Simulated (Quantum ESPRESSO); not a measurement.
**BP (F-43m): a worked LO-TO splitting**

Wanted: the LO mode of BP (F-43m) from the TO mode and the field response.

Main program and level: Quantum ESPRESSO 7.5; DFT LDA, scalar-relativistic, plane waves, PseudoDojo norm-conserving pseudopotentials.

**1. The relaxed structure**

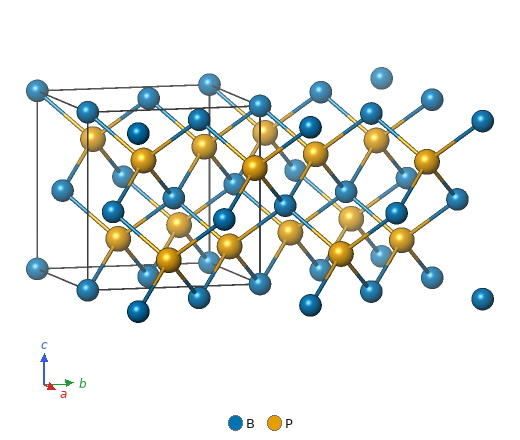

Start, viewed slightly off an axis; boron blue, phosphorus orange. 2×2×1 cells are drawn. This picture shows the conventional cell, with its axes. Bonds to atoms that aren't drawn are left out. Some periodic images of atoms are drawn too.

This is the cell after its relaxation at this level of theory, not the database cell from which that began.

**2. What the response run gave**

A linear-response run on the relaxed cell, with the response to an electric field; only its zone-centre results are used. Cutoff 84 Ry, k mesh 12×12×12.

The program printed:

```text
[banners, grids, parts of the stress and lines that vanish by symmetry left out]
Program PHONON v.7.5
     Reading xml data from directory:

[...]
Exchange-correlation= PW
                           (   1   4   0   0   0   0   0)
[...]
kinetic-energy cut-off    =      84.0000  Ry
     charge density cut-off    =     336.0000  Ry
     convergence threshold     =      1.0E-18
[...]
Exchange-correlation= PW
                           (   1   4   0   0   0   0   0)
[...]
q = (   0.0000000   0.0000000   0.0000000 )
     25 Sym.Ops. (with q -> -q+G )
     G cutoff =  305.9710  (  15905 G-vectors)     FFT grid: ( 36, 36, 36)
     number of k points=    72
[...]
Mode symmetry, T_d (-43m)  point group:
[...]
Dielectric constant
[...]
End of electric fields calculation
          Dielectric constant in cartesian axis
          (       9.159297068      -0.000000000       0.000000000 )
          (      -0.000000000       9.159297068       0.000000000 )
          (      -0.000000000       0.000000000       9.159297068 )
          Effective charges (d Force / dE) in cartesian axis without acoustic sum rule applied (asr)
           atom    1  B     Mean Z*:       -0.64515
      Ex  (       -0.64515       -0.00000       -0.00000 )
      Ey  (       -0.00000       -0.64515        0.00000 )
      Ez  (       -0.00000        0.00000       -0.64515 )
           atom    2  P     Mean Z*:        0.64151
      Ex  (        0.64151       -0.00000       -0.00000 )
      Ey  (       -0.00000        0.64151        0.00000 )
      Ez  (       -0.00000        0.00000        0.64151 )
          Effective charges Sum: Mean:       -0.00364
[...]
Effective charges (d Force / dE) in cartesian axis with asr applied:
           atom    1  B     Mean Z*:       -0.64333
[...]
atom    2  P     Mean Z*:        0.64333
[...]
Representation #   1 modes #   1   2   3
[...]
End of self-consistent calculation
     Convergence has been achieved
     Representation #   2 modes #   4   5   6
[...]
End of self-consistent calculation
     Convergence has been achieved
[...]
Dielectric constant in cartesian axis
          (       9.159297068      -0.000000000       0.000000000 )
          (      -0.000000000       9.159297068       0.000000000 )
          (      -0.000000000       0.000000000       9.159297068 )
          Effective charges (d Force / dE) in cartesian axis without acoustic sum rule applied (asr)
           atom    1  B     Mean Z*:       -0.64515
      Ex  (       -0.64515       -0.00000       -0.00000 )
      Ey  (       -0.00000       -0.64515        0.00000 )
      Ez  (       -0.00000        0.00000       -0.64515 )
           atom    2  P     Mean Z*:        0.64151
      Ex  (        0.64151       -0.00000       -0.00000 )
      Ey  (       -0.00000        0.64151        0.00000 )
      Ez  (       -0.00000        0.00000        0.64151 )
          Effective charges Sum: Mean:       -0.00364
[...]
Effective charges (d Force / dE) in cartesian axis with asr applied:
           atom    1  B     Mean Z*:       -0.64333
[...]
atom    2  P     Mean Z*:        0.64333
[...]
q = (    0.000000000   0.000000000   0.000000000 )
[...]
freq (    1) =      -0.015878 [THz] =      -0.529625 [cm-1]
     freq (    2) =      -0.015878 [THz] =      -0.529625 [cm-1]
     freq (    3) =      -0.015878 [THz] =      -0.529625 [cm-1]
     freq (    4) =      24.617863 [THz] =     821.163523 [cm-1]
     freq (    5) =      24.617863 [THz] =     821.163523 [cm-1]
     freq (    6) =      24.617863 [THz] =     821.163523 [cm-1]
[...]
Mode symmetry, T_d (-43m)  point group:
     freq (   1-   3) =         -0.5  [cm-1]   --> T_2  G_15 P_4   I+R
     freq (   4-   6) =        821.2  [cm-1]   --> T_2  G_15 P_4   I+R

   JOB DONE.
```

| quantity | value |
| --- | --- |
| cell volume Ω (Å³) | 22.586 |
| mass of B (u) | 10.810 |
| mass of P (u) | 30.974 |
| Born charge of B, raw (e) | -0.645 |
| Born charge of P, raw (e) | 0.641 |
| ε∞ | 9.159 |
| ω(TO) after the sum rule (cm⁻¹) | 821.2 |

**3. The calculation**

The charges must sum to zero over the cell; taking off their mean, -0.002 e, leaves Z* = -0.643 e on B. In the polar mode B moves against P, so the reduced mass is μ = 10.81 × 30.97 / 41.78 = 8.013 u.

A longitudinal wave builds up a field that adds to the restoring force: ω(LO)² = ω(TO)² + 4π Z*² / (μ Ω ε∞), in Hartree atomic units. With μ = 14607 electron masses and Ω = 152.42 bohr³ the second term is 2.5506e-07 Ha², or 12286 cm⁻² (1 Ha = 219474.6 cm⁻¹).

So ω(LO) = √(674304 + 12286) = 828.6 cm⁻¹, and by the Lyddane-Sachs-Teller relation ε₀ = ε∞ (ω(LO)/ω(TO))² = 9.33.

**4. Check against the program**

The analysis program adds the same non-analytic term to the full matrix, here for q along (1 0 0).

The program printed:

```text
[banner, memory and clock lines left out]
Program DYNMAT v.7.5

     Reading Dynamical Matrix from file g.dyn
     ...Force constants read
     ...epsilon and Z* read

     Polarizability (A^3 units)
     multiply by 0.268834 for Clausius-Mossotti correction
        14.665007   -0.000000   -0.000000
        -0.000000   14.665007    0.000000
         0.000000    0.000000   14.665007

     IR activities are in (D/A)^2/amu units

# mode   [cm-1]    [THz]      IR
    1     -0.00   -0.0000    0.0000
    2     -0.00   -0.0000    0.0000
    3      0.00    0.0000    0.0000
    4    821.16   24.6179    1.1916
    5    821.16   24.6179    1.1916
    6    828.61   24.8411    1.1916
```

ε₀ comes from the program's run without a direction of q.

| quantity | by hand | program |
| --- | --- | --- |
| ω(LO) (cm⁻¹) | 828.6 | 828.6 |
| ε₀ | 9.33 | 9.33 |

**5. Results**

| Item | Value |
| --- | --- |
| TO mode | 821.2 cm⁻¹ |
| LO mode | 828.6 cm⁻¹ |
| static dielectric constant | 9.326 |

In words: The LO mode of BP (F-43m) lies at 829 cm⁻¹, 7 cm⁻¹ above the TO mode; the formula meets the program within 0.1 cm⁻¹, as it must for a cubic crystal with one polar mode. ω(LO)² − ω(TO)² goes with Z*²/ε∞: an error of 5 % in ε∞ would move the LO mode by 0.4 cm⁻¹, and semilocal functionals tend to overestimate ε∞. These are harmonic values at zero temperature, at the volume of this functional, for the structure held cubic; stability elsewhere in the zone is no part of this calculation.

[Host names and launcher messages were left out of these logs when they were recorded.]

[Logs are printed without paths, hosts, clocks, repeated set-up lines and the standing remarks that a program may print on its own settings, such as how far it seeks lower states.]

[Hosts, paths, dates, database ids (printed as entryN), source tags and the programs' standing remarks are cut or masked in the printed files.]
